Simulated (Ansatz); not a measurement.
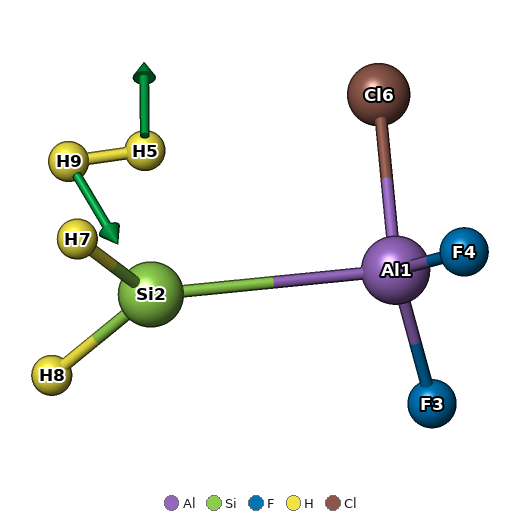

The arrows show one normal mode. Harmonic vibrations computed with RKS PBE0-D4/def2-TZVP (Ansatz 0.2.0) at a stationary point of the same level.

### At what wavenumber does it lie?

1298 cm⁻¹; it is mode 18 of 21 counted from the lowest.
